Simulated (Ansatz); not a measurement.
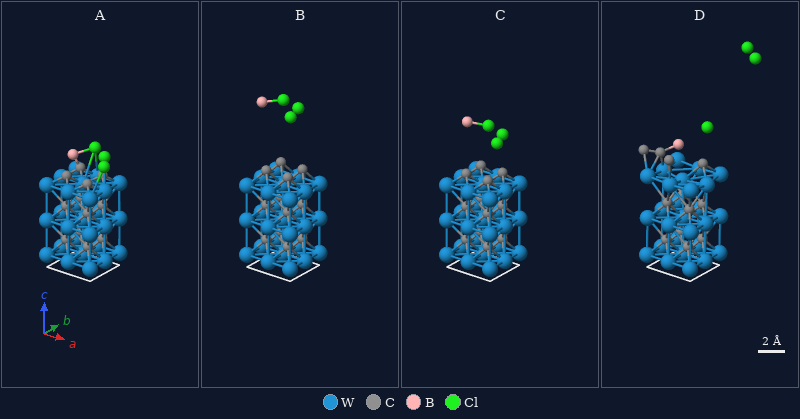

First-principles dynamics of BCl3 on WC(001) (28 atoms in the cell), 330 fs long. 4 frames in shuffled order; frame B is the first. A ball-and-stick model of the simulation cell, with the vacuum cut short, seen slightly off an axis. Atoms are followed out of the cell. Bonds to atoms that aren't drawn are left out.

These are results of DFT PBE-D3(BJ), scalar-relativistic, plane waves, PAW (Ansatz), not measurements. Settings: plane-wave cutoff 420 eV; k-point mesh 2 × 2 × 1; Fermi-Dirac smearing 0.15 eV; low-accuracy preset; 8 atoms held fixed; constant energy (NVE); time step 1.5 fs; at the start 4 atoms move with typed velocities and the others are at rest.

Q: Put the frames in order of time.

A: B, C, A, D, at 0 fs, 36 fs, 70 fs, 330 fs; the root-mean-square distance from the start grows as 0.00, 0.91, 1.83, 2.69 Å. In the second half of the run the atoms are, in the root-mean-square, this far from where they began (common drift taken out): B 5.17 Å, Cl 4.43 Å, C 0.92 Å, W 0.35 Å. Against the typical shortest distance between atoms in the first frame, about 2.2 Å these are large excursions, but over 330 fs one can't yet tell strong vibration from the start of diffusion. 7 of the 20 free atoms end more than three quarters of that spacing from the start. Bond changes: 3 B–C bonds form between 64 fs and 171 fs; 3 C–Cl bonds form between 68 fs and 99 fs; 3 B–Cl bonds break between 110 fs and 140 fs; 3 C–Cl bonds break between 126 fs and 297 fs; one B–Cl contact opens and closes in turn.

Limits of the set-up: the k-point mesh is coarse for a cell with partly filled bands; the program's low-accuracy preset was used; the periodic images lie only 5.8 Å apart, so the values are limited by the cell's size.

The run took 69 min on 2 threads of Arm Neoverse N1 (shared host), peak memory 1.6 GiB.

PAW datasets: the set soft_1.
